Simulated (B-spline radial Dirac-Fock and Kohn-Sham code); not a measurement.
Antimony in charge state +3 (Sb³⁺). Computed with a B-spline radial atomic code: Dirac–Fock ΔSCF energies in intermediate coupling of the two holes, Coulomb rates, valence shells as spectators.

A figure with this caption is to be made: «The Auger multiplet of an M5 hole with both final holes in N45, lines labelled by the leading pair of holes and J, broadened by 0.30 eV full width. Kinetic energies count from the vacuum level; very weak lines are left out. Lines are named by their largest jj component, which in light atoms can differ from the customary names.» What will it show?

The strongest line is M5-N5N5 J=4 at 409.5 eV (24 % of the multiplet), followed by M5-N4N5 J=4 at 405.2 eV (24 %), M5-N5N5 J=2 at 406.9 eV (13 %), M5-N5N5 J=2 at 408.2 eV (12 %). The lines shown span 399.9 eV to 409.5 eV.

The result:

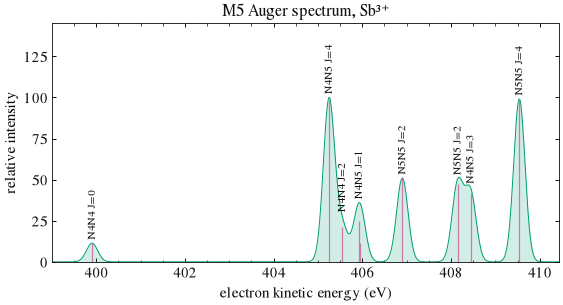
